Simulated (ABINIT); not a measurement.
# A GW chain in ABINIT: BN (Qingsongite), part 3 of 3

How does a plane-wave GW calculation on BN (Qingsongite) run from the first input to the gap?

ABINIT 10.8.3; LDA and many-body steps on it, plane waves. Known limits of the many-body steps: not at the basis limit.

So far. Step 4 (Empty states on the mesh, 8×8×8 mesh, 76 bands): On this mesh the gap is 4.420 eV. Step 5 (Screening, 8×8×8 mesh, 68 bands, screening to 244.9 eV): Local fields lower ε∞ by 7 %.

## (6) Self-energy, 8×8×8 mesh, 68 bands, screening to 244.9 eV

The self-energy is evaluated for the states that the input lists, and the levels follow from it, in one-shot runs by the linearised quasiparticle equation.

This step: G0W0 on LDA, plane waves, norm-conserving pseudopotentials.

Input file run.abi:

```
acell 3*1.0 Angstrom
rprim 
  -0.000000000000 1.807500000000 1.807500000000
  1.807500000000 0.000000000000 1.807500000000
  1.807500000000 1.807500000000 -0.000000000000
ntypat 2
znucl 5 7
natom 2
typat 1 2
xred 
  0.000000000000 0.000000000000 0.000000000000
  0.250000000000 0.250000000000 0.250000000000
pp_dirpath "pseudos"
pseudos "B.upf, N.upf"
ecut 36
ngkpt 8 8 8
nshiftk 1
shiftk 0 0 0
kptopt 1
chksymbreak 0
istwfk *1
occopt 1
irdwfk 1
optdriver 4
nband 68
gwcalctyp 0
ecutsigx 36
symsigma 1
nkptgw 29
kptgw 
  0.0000000000 0.0000000000 0.0000000000
  0.1250000000 0.0000000000 0.0000000000
  0.2500000000 0.0000000000 0.0000000000
  0.3750000000 0.0000000000 0.0000000000
  0.5000000000 0.0000000000 0.0000000000
  0.1250000000 0.1250000000 0.0000000000
  0.2500000000 0.1250000000 0.0000000000
  0.3750000000 0.1250000000 0.0000000000
  0.5000000000 0.1250000000 0.0000000000
  -0.3750000000 0.1250000000 0.0000000000
  -0.2500000000 0.1250000000 0.0000000000
  -0.1250000000 0.1250000000 0.0000000000
  0.2500000000 0.2500000000 0.0000000000
  0.3750000000 0.2500000000 0.0000000000
  0.5000000000 0.2500000000 0.0000000000
  -0.3750000000 0.2500000000 0.0000000000
  -0.2500000000 0.2500000000 0.0000000000
  0.3750000000 0.3750000000 0.0000000000
  0.5000000000 0.3750000000 0.0000000000
  -0.3750000000 0.3750000000 0.0000000000
  0.5000000000 0.5000000000 0.0000000000
  0.3750000000 0.2500000000 0.1250000000
  0.5000000000 0.2500000000 0.1250000000
  -0.3750000000 0.2500000000 0.1250000000
  0.5000000000 0.3750000000 0.1250000000
  -0.3750000000 0.3750000000 0.1250000000
  -0.2500000000 0.3750000000 0.1250000000
  -0.3750000000 0.5000000000 0.1250000000
  -0.2500000000 0.5000000000 0.2500000000
bdgw 
  1 8
  1 8
  1 8
  1 8
  1 8
  1 8
  1 8
  1 8
  1 8
  1 8
  1 8
  1 8
  1 8
  1 8
  1 8
  1 8
  1 8
  1 8
  1 8
  1 8
  1 8
  1 8
  1 8
  1 8
  1 8
  1 8
  1 8
  1 8
  1 8
ecuteps 9
irdscr 1
ppmodel 1
indata_prefix "in"
outdata_prefix "out"
tmpdata_prefix "tmp"
```

Started as:

```console
$ OMP_NUM_THREADS=1 mpirun -n 4 abinit run.abi > log
```

Numbers of over 12 decimals in the logs are rounded to 6 here.

What it wrote:

```text
.Version 10.8.3 of ABINIT. v10.8.2 released Aug 2026.

 Symmetries : space group F-4 3 m (#216); Bravais cF (face-center cubic)
[... echo of the input left out ...]
== DATASET  1 ==================================================================
-   mpi_nproc: 4, omp_nthreads: 1 (-1 if OMP is not activated)

--- !DatasetInfo
iteration_state: {dtset: 1, }
dimensions: {natom: 2, nkpt: 29, mband: 68, nsppol: 1, nspinor: 1, nspden: 1, mpw: 869, }
cutoff_energies: {ecut:  36.0, pawecutdg:  -1.0, }
electrons: {nelect:   8.00000000E+00, charge:   0.00000000E+00, occopt:   1.00000000E+00, tsmear:   1.00000000E-02, }

 SIGMA: Calculation of the GW corrections

 Based on a program developped by R.W. Godby, V. Olevano, G. Onida, and L. Reining.
 Incorporated in ABINIT by V. Olevano, G.-M. Rignanese, and M. Torrent.
.Using double precision arithmetic ; gwpc =  8

[... cell and pseudopotentials left out ...]
--------------------------------------------------------------------------------

 ==== K-mesh for the wavefunctions ====
 Number of points in the irreducible wedge :    29
[... list of points left out ...]
 Together with 24 symmetry operations and time-reversal symmetry
 yields   512 points in the full Brillouin Zone.

 ==== Q-mesh for screening function ====
 Number of points in the irreducible wedge :    29
[... list of points left out ...]
 Together with 24 symmetry operations and time-reversal symmetry
 yields   512 points in the full Brillouin Zone.

 vcoul_init : cutoff-mode = AUXILIARY_FUNCTION
 q-points for optical limit:   1
     1)      0.000010    0.000020    0.000030
 setmesh: FFT mesh size selected  =    25x   25x   25
          total number of points  =        15625

 Number of electrons calculated from density =    8.0000; Expected =    8.0000
 average of density, n =  0.100376
 r_s =    1.3348
 omega_plasma =   30.5612 [eV]

 === KS Band Gaps ===
  >>>> For spin  1
   Minimum direct gap =   8.7475 [eV], located at k-point      :   0.0000  0.0000  0.0000
   Fundamental gap    =   4.4200 [eV], Top of valence bands at :   0.0000  0.0000  0.0000
                                       Bottom of conduction at :   0.5000  0.5000  0.0000
 SIGMA fundamental parameters:
 PLASMON POLE MODEL  1
 number of plane-waves for SigmaX                  869
 number of plane-waves for SigmaC and W            113
 number of plane-waves for wavefunctions           869
 number of bands                                    68
 number of independent spin polarizations            1
 number of spinorial components                      1
 number of k-points in IBZ                          29
 number of q-points in IBZ                          29
 number of symmetry operations                      24
 number of k-points in BZ                          512
 number of q-points in BZ                          512
 number of frequencies for dSigma/dE                 9
 frequency step for dSigma/dE [eV]                0.25
 number of omega for Sigma on real axis              0
 max omega for Sigma on real axis  [eV]           0.00
 zcut for avoiding poles [eV]                     0.10

 EPSILON^-1 parameters (SCR file):
 dimension of the eps^-1 matrix on file            113
 dimension of the eps^-1 matrix used               113
 number of plane-waves for wavefunctions           869
 number of bands                                    68
 number of q-points in IBZ                          29
 number of frequencies                               2
 number of real frequencies                          1
 number of imag frequencies                          1

 matrix elements of self-energy operator (all in [eV])

 Perturbative Calculation

--- !SelfEnergy_ee
iteration_state: {dtset: 1, }
kpoint     : [   0.000,    0.000,    0.000, ]
spin       : 1
KS_gap     :    8.748
QP_gap     :   10.944
Delta_QP_KS:    2.196
data: !SigmaeeData |
     Band     E0 <VxcDFT>   SigX SigC(E0)      Z dSigC/dE  Sig(E)    E-E0       E
        1 -12.055 -15.548 -26.696   8.519   0.720  -0.389 -17.441  -1.893 -13.948
        2   8.006 -18.333 -22.030   2.512   0.826  -0.210 -19.312  -0.979   7.027
        3   8.006 -18.333 -22.030   2.512   0.826  -0.210 -19.312  -0.979   7.027
        4   8.006 -18.333 -22.030   2.512   0.826  -0.210 -19.312  -0.979   7.027
        5  16.753 -13.841  -7.173  -5.223   0.842  -0.188 -12.624   1.217  17.970
        6  16.753 -13.841  -7.173  -5.223   0.842  -0.188 -12.624   1.217  17.970
        7  16.753 -13.841  -7.173  -5.223   0.842  -0.188 -12.624   1.217  17.970
        8  18.447 -15.615  -8.694  -5.827   0.822  -0.217 -14.716   0.899  19.347

--- !SelfEnergy_ee
iteration_state: {dtset: 1, }
kpoint     : [   0.125,    0.000,    0.000, ]
spin       : 1
KS_gap     :    9.537
QP_gap     :   11.647
Delta_QP_KS:    2.110
data: !SigmaeeData |
     Band     E0 <VxcDFT>   SigX SigC(E0)      Z dSigC/dE  Sig(E)    E-E0       E
        1 -11.674 -15.607 -26.645   8.482   0.737  -0.357 -17.491  -1.884 -13.558
        2   6.149 -17.430 -21.678   2.837   0.824  -0.214 -18.592  -1.162   4.987
[...]
--- !SelfEnergy_ee
iteration_state: {dtset: 1, }
kpoint     : [   0.250,    0.000,    0.000, ]
spin       : 1
KS_gap     :   10.819
QP_gap     :   12.872
Delta_QP_KS:    2.054
data: !SigmaeeData |
     Band     E0 <VxcDFT>   SigX SigC(E0)      Z dSigC/dE  Sig(E)    E-E0       E
[...]
--- !SelfEnergy_ee
iteration_state: {dtset: 1, }
kpoint     : [   0.375,    0.000,    0.000, ]
spin       : 1
KS_gap     :   11.841
QP_gap     :   13.874
Delta_QP_KS:    2.033
data: !SigmaeeData |
     Band     E0 <VxcDFT>   SigX SigC(E0)      Z dSigC/dE  Sig(E)    E-E0       E
[...]
--- !SelfEnergy_ee
iteration_state: {dtset: 1, }
kpoint     : [   0.500,    0.000,    0.000, ]
spin       : 1
KS_gap     :   12.216
QP_gap     :   14.243
Delta_QP_KS:    2.026
data: !SigmaeeData |
     Band     E0 <VxcDFT>   SigX SigC(E0)      Z dSigC/dE  Sig(E)    E-E0       E
[...]
--- !SelfEnergy_ee
iteration_state: {dtset: 1, }
kpoint     : [   0.125,    0.125,    0.000, ]
spin       : 1
KS_gap     :    9.208
QP_gap     :   11.361
Delta_QP_KS:    2.153
data: !SigmaeeData |
     Band     E0 <VxcDFT>   SigX SigC(E0)      Z dSigC/dE  Sig(E)    E-E0       E
[...]
--- !SelfEnergy_ee
iteration_state: {dtset: 1, }
kpoint     : [   0.250,    0.125,    0.000, ]
spin       : 1
KS_gap     :    9.711
QP_gap     :   11.920
Delta_QP_KS:    2.209
data: !SigmaeeData |
     Band     E0 <VxcDFT>   SigX SigC(E0)      Z dSigC/dE  Sig(E)    E-E0       E
[...]
--- !SelfEnergy_ee
iteration_state: {dtset: 1, }
kpoint     : [   0.375,    0.125,    0.000, ]
spin       : 1
KS_gap     :   11.240
QP_gap     :   13.556
Delta_QP_KS:    2.316
data: !SigmaeeData |
     Band     E0 <VxcDFT>   SigX SigC(E0)      Z dSigC/dE  Sig(E)    E-E0       E
[...]
--- !SelfEnergy_ee
iteration_state: {dtset: 1, }
kpoint     : [   0.500,    0.125,    0.000, ]
spin       : 1
KS_gap     :   11.978
QP_gap     :   14.310
Delta_QP_KS:    2.332
data: !SigmaeeData |
     Band     E0 <VxcDFT>   SigX SigC(E0)      Z dSigC/dE  Sig(E)    E-E0       E
[...]
--- !SelfEnergy_ee
[...]
kpoint     : [  -0.375,    0.125,    0.000, ]
spin       : 1
KS_gap     :   12.091
QP_gap     :   14.430
Delta_QP_KS:    2.340
data: !SigmaeeData |
     Band     E0 <VxcDFT>   SigX SigC(E0)      Z dSigC/dE  Sig(E)    E-E0       E
[...]
--- !SelfEnergy_ee
iteration_state: {dtset: 1, }
kpoint     : [   0.500,    0.375,    0.125, ]
spin       : 1
KS_gap     :   11.654
QP_gap     :   13.974
Delta_QP_KS:    2.320
data: !SigmaeeData |
     Band     E0 <VxcDFT>   SigX SigC(E0)      Z dSigC/dE  Sig(E)    E-E0       E
[...]
--- !SelfEnergy_ee
iteration_state: {dtset: 1, }
kpoint     : [  -0.375,    0.375,    0.125, ]
spin       : 1
KS_gap     :   13.163
QP_gap     :   15.599
Delta_QP_KS:    2.437
data: !SigmaeeData |
     Band     E0 <VxcDFT>   SigX SigC(E0)      Z dSigC/dE  Sig(E)    E-E0       E
[...]
--- !SelfEnergy_ee
iteration_state: {dtset: 1, }
kpoint     : [  -0.250,    0.375,    0.125, ]
spin       : 1
KS_gap     :   13.408
QP_gap     :   15.892
Delta_QP_KS:    2.484
data: !SigmaeeData |
     Band     E0 <VxcDFT>   SigX SigC(E0)      Z dSigC/dE  Sig(E)    E-E0       E
[...]
--- !SelfEnergy_ee
iteration_state: {dtset: 1, }
kpoint     : [  -0.375,    0.500,    0.125, ]
spin       : 1
KS_gap     :   12.194
QP_gap     :   14.589
Delta_QP_KS:    2.395
data: !SigmaeeData |
     Band     E0 <VxcDFT>   SigX SigC(E0)      Z dSigC/dE  Sig(E)    E-E0       E
[...]
--- !SelfEnergy_ee
iteration_state: {dtset: 1, }
kpoint     : [  -0.250,    0.500,    0.250, ]
spin       : 1
KS_gap     :   16.044
QP_gap     :   18.694
Delta_QP_KS:    2.651
data: !SigmaeeData |
     Band     E0 <VxcDFT>   SigX SigC(E0)      Z dSigC/dE  Sig(E)    E-E0       E
[...]
4   1.445 -15.211 -20.553   3.621   0.816  -0.225 -16.615  -1.405   0.040
        5  17.489 -14.989  -8.385  -5.113   0.836  -0.196 -13.743   1.246  18.735
        6  21.277 -14.426  -6.358  -6.572   0.821  -0.218 -13.197   1.229  22.506
        7  22.365 -12.613  -5.263  -5.871   0.843  -0.186 -11.366   1.248  23.613
        8  22.685 -16.558  -8.171  -6.652   0.809  -0.237 -15.155   1.403  24.088

 New Fermi energy :        3.723175E-01 Ha ,    1.013128E+01 eV
 New Exchange energy :    -3.377858E+00 Ha ,   -9.191621E+01 eV

 === QP Band Gaps ===
  >>>> For spin  1
   Minimum direct gap =  10.9436 [eV], located at k-point      :   0.0000  0.0000  0.0000
   Fundamental gap    =   6.2093 [eV], Top of valence bands at :   0.0000  0.0000  0.0000
                                       Bottom of conduction at :   0.5000  0.5000  0.0000

== END DATASET(S) ==============================================================
================================================================================

 -outvars: echo values of variables after computation  --------
           etotal      0.0000000000E+00
            nband          68
             nkpt          29
          spgroup         216
 [... the other variables as echoed above ...]

 Calculation completed.
```

Run time: 16 min. Hardware: 4 MPI ranks of Arm Neoverse N1, shared host; peak memory 0.76 GiB; 64 min of CPU time.

Numbers from this step:

- G0W0 gap on the mesh: 6.209 eV
- starting gap on the mesh: 4.420 eV
- k of the valence top: 0, 0, 0
- k of the conduction bottom: 0.5, 0.5, 0
- Z at the valence top: 0.826
- Z at the conduction bottom: 0.853
- least direct G0W0 gap on the computed points: 10.94 eV

The gap on the mesh goes from 4.42 eV to 6.21 eV, a correction of +1.79 eV.

Limits: finite bands, cutoff and mesh. v1 is the top filled band, c1 the lowest empty one. The levels before and after the correction (eV, zero at the valence-band top of each column):

```
           conduction bottom  valence top
Kohn-Sham               4.42         0.00
     G0W0               6.21         0.00
```

```
                       level  energy (eV)
Kohn-Sham            Γ v3-v1        0.000
Kohn-Sham            Γ c1-c3        8.748
Kohn-Sham     (0.5 0.5 0) v3       -8.882
Kohn-Sham  (0.5 0.5 0) v2-v1       -4.931
Kohn-Sham     (0.5 0.5 0) c1        4.420
Kohn-Sham     (0.5 0.5 0) c2        9.255
Kohn-Sham     (0.5 0.5 0) c3       17.692
     G0W0            Γ v3-v1        0.000
     G0W0            Γ c1-c3       10.943
     G0W0     (0.5 0.5 0) v3       -9.708
     G0W0  (0.5 0.5 0) v2-v1       -5.317
     G0W0     (0.5 0.5 0) c1        6.209
     G0W0     (0.5 0.5 0) c2       11.146
     G0W0     (0.5 0.5 0) c3       20.318
```

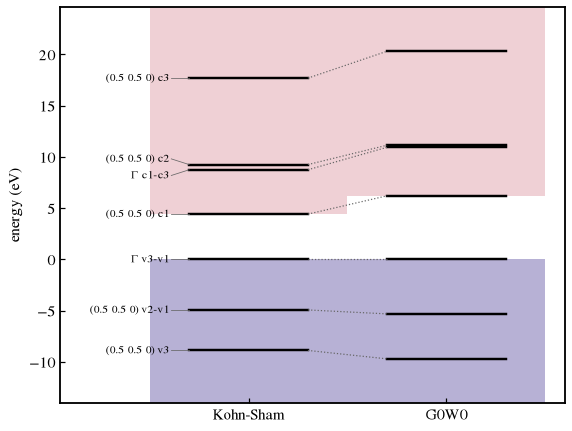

Levels before and after the correction. Shaded: valence and conduction bands.

## (7) Where the time went

Times are wall times on 4 MPI ranks of Arm Neoverse N1, shared host, good to a factor of about two.

```
                          step    time  share  memory (GiB)
                  ground state   7.1 s    1 %          0.25
bands along the symmetry lines   5.2 s    0 %          0.23
      empty states on the mesh    13 s    1 %          0.38
                     screening    89 s    8 %          0.65
                   self-energy  16 min   89 %          0.76
```

## (8) Summary of results

```yaml
lda_gap: 4.42 eV, indirect
g0w0_gap_on_the_mesh: 6.21 eV
gw_settings: 8×8×8 mesh, 68 bands, screening to 244.9 eV, Godby-Needs plasmon pole
known_limits: not at the basis limit
```

What this shows: G0W0 moves the gap on the mesh from 4.42 eV to 6.21 eV (+1.79 eV), with Z of 0.83 and 0.85 at the edges. Local fields lower the RPA ε∞ on this mesh from 4.71 to 4.36. The dearest step here is «self-energy». Bands and cutoff are finite, so the gap is not at the basis limit. The miss can reach some tenths of an eV and take either sign; the mesh is an error of its own.

[Paths, hosts, dates, memory and timing lines, banners, echoed tables and standing remarks are left out of the program output.]

[Logs are printed without paths, hosts, clocks, repeated set-up lines and the standing remarks that a program may print on its own settings, such as how far it seeks lower states.]

[Runs of the session that timed out or met a known fault of the program may be left out.]

[Hosts, paths, dates, database ids (printed as entryN), source tags and the programs' standing remarks are cut or masked in the printed files.]

[G0W0 gaps are taken among the corrected bands and points alone; a level outside them can change the order at an edge.]

[Where Ansatz stands beside ABINIT at settings called matched, ABINIT's density can come from a denser mesh and the files from another edition; pairs whose starting gaps differed by over 0.03 eV were left out, so agreement reads better than it is.]
